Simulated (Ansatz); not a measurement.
## Geometry relaxation of C₄H₁₃NSi (part 2 of 2)

C₄H₁₃NSi, SMILES CC(C)N(C)[SiH3]; RKS PBE0-D4/def2-TZVP (Ansatz 0.2.0). The geometry: PBE-D4/def2-SVP start.

Geometry of the input (Å):
```
C  -0.9743  -1.6414  -0.5853
C  -0.1570  -0.3487  -0.7256
C  1.2998  -0.6402  -1.1245
N  -0.2705  0.5052  0.4697
C  0.2481  -0.0227  1.7212
Si -0.4835  2.2309  0.2764
H  -0.9921  -2.1959  -1.5450
H  -0.5429  -2.3227  0.1767
H  -2.0183  -1.4129  -0.2925
H  -0.6167  0.2354  -1.5545
H  1.8150  -1.2564  -0.3584
H  1.8741  0.3003  -1.2483
H  1.3454  -1.1989  -2.0814
H  -0.0075  0.6651  2.5520
H  1.3564  -0.1564  1.7363
H  -0.2051  -1.0065  1.9694
H  -1.4350  2.4544  -0.8687
H  0.7700  3.0328  -0.0234
H  -1.0477  2.7744  1.5625
```

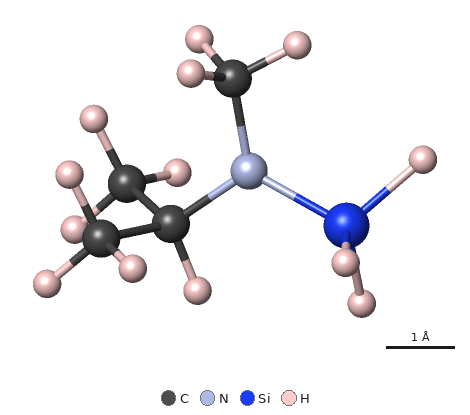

*The geometry at step 6 of the log (ball-and-stick view, seen at a tilt).*

### Trajectory as extended XYZ, continued
```
19
Properties=species:S:1:pos:R:3:forces:R:3 step=2 energy=-13720.29353
C    -0.9666   -1.6285   -0.5816   -0.0365  -0.0427  -0.0105
C    -0.1605   -0.3402   -0.7251   -0.0162   0.0206   0.0293
C     1.2896   -0.6359   -1.1085    0.0509  -0.0001  -0.0168
N    -0.2782    0.5051    0.4647    0.0025   0.3250  -0.1044
C     0.2503   -0.0223    1.7039    0.0384  -0.0447   0.0819
Si   -0.4844    2.2156    0.2782    0.0275  -0.3780   0.0402
H    -0.9779   -2.1768   -1.5315    0.0003   0.0707   0.1267
H    -0.5352   -2.2969    0.1746   -0.0527   0.1033  -0.1088
H    -2.0009   -1.4059   -0.2953    0.1413  -0.0328  -0.0419
H    -0.6128    0.2365   -1.5476    0.0706  -0.0908   0.1166
H     1.7892   -1.2449   -0.3436   -0.0834   0.0879  -0.1091
H     1.8602    0.2930   -1.2305   -0.0740  -0.1271   0.0146
H     1.3348   -1.1924   -2.0530   -0.0092   0.0777   0.1306
H     0.0053    0.6604    2.5269    0.0342  -0.0915  -0.1122
H     1.3467   -0.1531    1.7012   -0.1683   0.0275  -0.0122
H    -0.2007   -0.9945    1.9492    0.0603   0.1392  -0.0325
H    -1.4246    2.4350   -0.8579    0.0447   0.0072   0.0574
H     0.7653    2.9921   -0.0217   -0.0636  -0.0385   0.0196
H    -1.0413    2.7493    1.5544    0.0331  -0.0131  -0.0686
19
Properties=species:S:1:pos:R:3:forces:R:3 step=3 energy=-13720.30205
C    -0.9656   -1.6257   -0.5833    0.0141   0.0107   0.0114
C    -0.1600   -0.3406   -0.7204   -0.0129   0.0137  -0.0143
C     1.2864   -0.6332   -1.1051   -0.0087  -0.0034   0.0139
N    -0.2785    0.5056    0.4640    0.0032   0.0597  -0.0373
C     0.2507   -0.0190    1.7018   -0.0019  -0.0086   0.0129
Si   -0.4844    2.2021    0.2773    0.0011  -0.0760   0.0193
H    -0.9750   -2.1704   -1.5299    0.0033   0.0000  -0.0087
H    -0.5361   -2.2912    0.1689    0.0036  -0.0156   0.0153
H    -1.9961   -1.4054   -0.2997   -0.0102   0.0029   0.0024
H    -0.6085    0.2323   -1.5405   -0.0087   0.0112  -0.0153
H     1.7821   -1.2417   -0.3449    0.0146  -0.0117   0.0108
H     1.8556    0.2911   -1.2252    0.0020   0.0092   0.0006
H     1.3301   -1.1857   -2.0463   -0.0011  -0.0055  -0.0102
H     0.0093    0.6627    2.5202   -0.0016   0.0077   0.0101
H     1.3415   -0.1484    1.6952    0.0110   0.0002  -0.0065
H    -0.1982   -0.9858    1.9495   -0.0074  -0.0111   0.0013
H    -1.4218    2.4304   -0.8538   -0.0053   0.0048  -0.0063
H     0.7618    2.9764   -0.0191    0.0126   0.0055  -0.0091
H    -1.0352    2.7422    1.5482   -0.0078   0.0064   0.0095
19
Properties=species:S:1:pos:R:3:forces:R:3 step=4 energy=-13720.30228
C    -0.9645   -1.6242   -0.5813   -0.0018   0.0013  -0.0036
C    -0.1603   -0.3388   -0.7224    0.0020  -0.0128   0.0126
C     1.2865   -0.6335   -1.1046    0.0004   0.0022  -0.0033
N    -0.2777    0.5069    0.4621    0.0051   0.0168  -0.0081
C     0.2502   -0.0202    1.7001   -0.0005  -0.0073   0.0088
Si   -0.4848    2.2012    0.2784   -0.0032  -0.0085   0.0009
H    -0.9730   -2.1708   -1.5271   -0.0003  -0.0029  -0.0019
H    -0.5350   -2.2884    0.1729    0.0003   0.0016  -0.0012
H    -1.9955   -1.4039   -0.2988   -0.0034  -0.0010   0.0003
H    -0.6090    0.2336   -1.5434    0.0005  -0.0010  -0.0008
H     1.7818   -1.2423   -0.3437   -0.0014  -0.0004   0.0001
H     1.8562    0.2908   -1.2246    0.0026   0.0021  -0.0003
H     1.3305   -1.1863   -2.0459    0.0016  -0.0012  -0.0025
H     0.0100    0.6613    2.5195    0.0001   0.0016  -0.0001
H     1.3410   -0.1513    1.6926    0.0004   0.0000  -0.0022
H    -0.2007   -0.9868    1.9464   -0.0014   0.0010   0.0007
H    -1.4227    2.4312   -0.8525   -0.0039   0.0028  -0.0016
H     0.7615    2.9758   -0.0208    0.0021   0.0038   0.0006
H    -1.0365    2.7413    1.5497    0.0010   0.0019   0.0017
19
Properties=species:S:1:pos:R:3:forces:R:3 step=5 energy=-13720.30230
C    -0.9635   -1.6240   -0.5809   -0.0005   0.0016  -0.0012
C    -0.1593   -0.3385   -0.7225    0.0006  -0.0078   0.0115
C     1.2873   -0.6331   -1.1051    0.0006   0.0028  -0.0042
N    -0.2763    0.5075    0.4620    0.0039   0.0080  -0.0106
C     0.2491   -0.0211    1.7003   -0.0070   0.0043   0.0005
Si   -0.4856    2.2014    0.2782    0.0021  -0.0111   0.0030
H    -0.9721   -2.1709   -1.5264   -0.0001  -0.0024  -0.0017
H    -0.5336   -2.2876    0.1737   -0.0003   0.0010  -0.0022
H    -1.9944   -1.4036   -0.2981   -0.0044  -0.0014   0.0001
H    -0.6083    0.2338   -1.5434    0.0004  -0.0016  -0.0005
H     1.7830   -1.2427   -0.3451   -0.0014  -0.0010   0.0018
H     1.8571    0.2912   -1.2247    0.0022   0.0022  -0.0003
H     1.3308   -1.1852   -2.0469    0.0019  -0.0018  -0.0034
H     0.0152    0.6634    2.5185   -0.0029   0.0104   0.0084
H     1.3384   -0.1599    1.6916    0.0174  -0.0007  -0.0034
H    -0.2080   -0.9835    1.9495   -0.0092  -0.0139   0.0018
H    -1.4248    2.4307   -0.8516   -0.0050   0.0025  -0.0031
H     0.7598    2.9768   -0.0224    0.0019   0.0054  -0.0001
H    -1.0363    2.7408    1.5500   -0.0001   0.0036   0.0036
19
Properties=species:S:1:pos:R:3:forces:R:3 step=6 energy=-13720.30221 accepted=F
C    -0.9636   -1.6227   -0.5819    0.0181  -0.0016   0.0223
C    -0.1554   -0.3397   -0.7221    0.0085   0.0196  -0.0309
C     1.2902   -0.6353   -1.1083   -0.0020  -0.0202   0.0021
N    -0.2657    0.5086    0.4605   -0.0394   0.0237   0.0136
C     0.2479   -0.0202    1.7035    0.0178  -0.0149  -0.0168
Si   -0.4870    2.2010    0.2789    0.0056  -0.0095  -0.0092
H    -0.9761   -2.1672   -1.5287    0.0007  -0.0004  -0.0020
H    -0.5325   -2.2888    0.1696   -0.0033  -0.0083   0.0027
H    -1.9933   -1.4014   -0.2951   -0.0001   0.0048  -0.0023
H    -0.6042    0.2328   -1.5431    0.0004   0.0082   0.0042
H     1.7856   -1.2458   -0.3488    0.0058   0.0004   0.0011
H     1.8608    0.2886   -1.2280   -0.0031   0.0001   0.0021
H     1.3329   -1.1874   -2.0503   -0.0027   0.0006   0.0011
H     0.0198    0.6714    2.5176   -0.0002   0.0048   0.0023
H     1.3360   -0.1715    1.6976    0.0015  -0.0027   0.0071
H    -0.2212   -0.9764    1.9559   -0.0037  -0.0048  -0.0008
H    -1.4314    2.4261   -0.8479   -0.0036   0.0011  -0.0002
H     0.7515    2.9860   -0.0258    0.0015   0.0004   0.0002
H    -1.0361    2.7374    1.5529   -0.0018  -0.0013   0.0034
19
Properties=species:S:1:pos:R:3:forces:R:3 step=7 energy=-13720.30236
C    -0.9629   -1.6238   -0.5815    0.0000   0.0009   0.0000
C    -0.1580   -0.3387   -0.7227   -0.0004  -0.0031   0.0031
C     1.2886   -0.6336   -1.1054    0.0009   0.0008  -0.0016
N    -0.2746    0.5079    0.4613    0.0029   0.0011  -0.0020
C     0.2477   -0.0213    1.7008   -0.0031   0.0029   0.0018
Si   -0.4861    2.2014    0.2784    0.0002  -0.0011  -0.0008
H    -0.9712   -2.1708   -1.5270    0.0000  -0.0006  -0.0003
H    -0.5334   -2.2875    0.1732   -0.0004  -0.0002  -0.0008
H    -1.9940   -1.4033   -0.2991   -0.0014  -0.0006  -0.0005
H    -0.6066    0.2335   -1.5440    0.0006  -0.0001   0.0006
H     1.7839   -1.2430   -0.3450   -0.0007  -0.0001   0.0004
H     1.8586    0.2907   -1.2249    0.0005   0.0001   0.0001
H     1.3324   -1.1860   -2.0470    0.0006  -0.0002  -0.0013
H     0.0165    0.6661    2.5177   -0.0001   0.0023   0.0027
H     1.3367   -0.1648    1.6925    0.0058  -0.0010  -0.0012
H    -0.2141   -0.9814    1.9514   -0.0032  -0.0042  -0.0005
H    -1.4313    2.4310   -0.8467   -0.0024   0.0005  -0.0011
H     0.7568    2.9788   -0.0286    0.0004   0.0015   0.0001
H    -1.0306    2.7404    1.5532   -0.0002   0.0011   0.0011
19
Properties=species:S:1:pos:R:3:forces:R:3 step=8 energy=-13720.30238
C    -0.9628   -1.6229   -0.5818    0.0003  -0.0002   0.0006
C    -0.1568   -0.3385   -0.7226   -0.0002   0.0013   0.0000
C     1.2896   -0.6344   -1.1054    0.0003  -0.0003  -0.0001
N    -0.2725    0.5084    0.4612    0.0001  -0.0005   0.0008
C     0.2477   -0.0214    1.7014    0.0005  -0.0013   0.0000
Si   -0.4871    2.2014    0.2782    0.0001   0.0002  -0.0009
H    -0.9712   -2.1698   -1.5274    0.0001   0.0002   0.0005
H    -0.5342   -2.2872    0.1729   -0.0004  -0.0003  -0.0001
H    -1.9939   -1.4018   -0.2999   -0.0001   0.0000  -0.0003
H    -0.6048    0.2341   -1.5439    0.0002   0.0001  -0.0003
H     1.7845   -1.2445   -0.3452   -0.0002   0.0001   0.0001
H     1.8602    0.2896   -1.2245    0.0004  -0.0004   0.0001
H     1.3332   -1.1865   -2.0473   -0.0001   0.0003  -0.0001
H     0.0190    0.6674    2.5178    0.0000   0.0007  -0.0005
H     1.3364   -0.1687    1.6930    0.0000  -0.0004   0.0002
H    -0.2175   -0.9800    1.9525   -0.0002  -0.0002  -0.0001
H    -1.4356    2.4295   -0.8446   -0.0005   0.0001   0.0001
H     0.7537    2.9809   -0.0319   -0.0006   0.0005  -0.0001
H    -1.0295    2.7400    1.5543    0.0001   0.0003   0.0001
19
Properties=species:S:1:pos:R:3:forces:R:3 step=9 energy=-13720.30239
C    -0.9625   -1.6220   -0.5821    0.0000  -0.0004  -0.0001
C    -0.1556   -0.3382   -0.7227    0.0003   0.0020  -0.0005
C     1.2908   -0.6351   -1.1052   -0.0002  -0.0006   0.0002
N    -0.2708    0.5088    0.4610   -0.0003   0.0003   0.0013
C     0.2476   -0.0219    1.7016    0.0005   0.0000  -0.0003
Si   -0.4883    2.2014    0.2782   -0.0002   0.0007  -0.0011
H    -0.9707   -2.1691   -1.5276    0.0000  -0.0001  -0.0001
H    -0.5349   -2.2864    0.1730    0.0000  -0.0001   0.0003
H    -1.9938   -1.4002   -0.3010    0.0002   0.0003  -0.0001
H    -0.6029    0.2347   -1.5442    0.0000   0.0002   0.0000
H     1.7847   -1.2462   -0.3452    0.0002  -0.0001   0.0001
H     1.8622    0.2884   -1.2235   -0.0001  -0.0002   0.0001
H     1.3341   -1.1866   -2.0475   -0.0001   0.0001   0.0001
H     0.0222    0.6690    2.5172    0.0002  -0.0006  -0.0004
H     1.3357   -0.1737    1.6928   -0.0010  -0.0001   0.0004
H    -0.2216   -0.9782    1.9541    0.0007   0.0006  -0.0001
H    -1.4405    2.4282   -0.8419   -0.0001  -0.0004   0.0004
H     0.7501    2.9831   -0.0360    0.0001  -0.0009  -0.0001
H    -1.0277    2.7396    1.5557    0.0000  -0.0008   0.0000
```

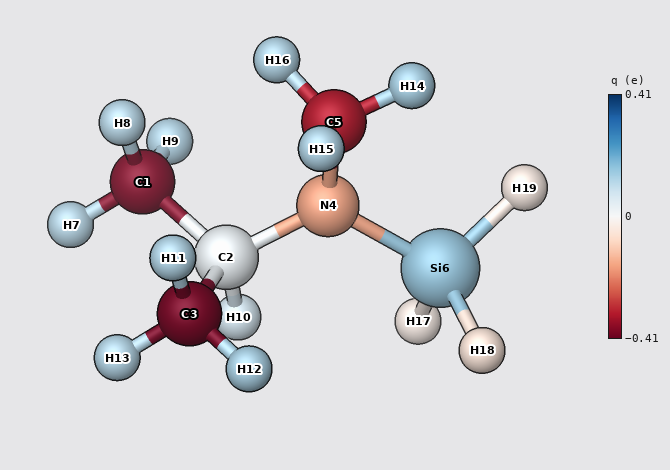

*Mulliken charges, as the colour of each atom (ball-and-stick view, seen at a tilt; atoms are numbered from 1 in the order of the input; Mulliken charges depend strongly on the basis).*

By element: C −0.39 to +0.03, N −0.17, Si +0.17 and H −0.05 to +0.13 e.

### Summary

```json
{"quantity": "outcome", "value": "converged"}
{"quantity": "total energy", "value": "−13720.3024 eV"}
{"quantity": "mean-field energy", "value": "−13719.9172 eV"}
{"quantity": "dispersion energy", "value": "−0.3853 eV"}
{"quantity": "SCF solution under orbital rotations", "value": "stable"}
{"quantity": "largest force (length of the vector) at the end", "value": "0.002 eV/Å"}
{"quantity": "dipole moment", "value": "1.16 D"}
{"quantity": "wall time", "value": "66 s (CPU time 4.2 min)"}
{"quantity": "peak memory", "value": "0.96 GiB"}
```
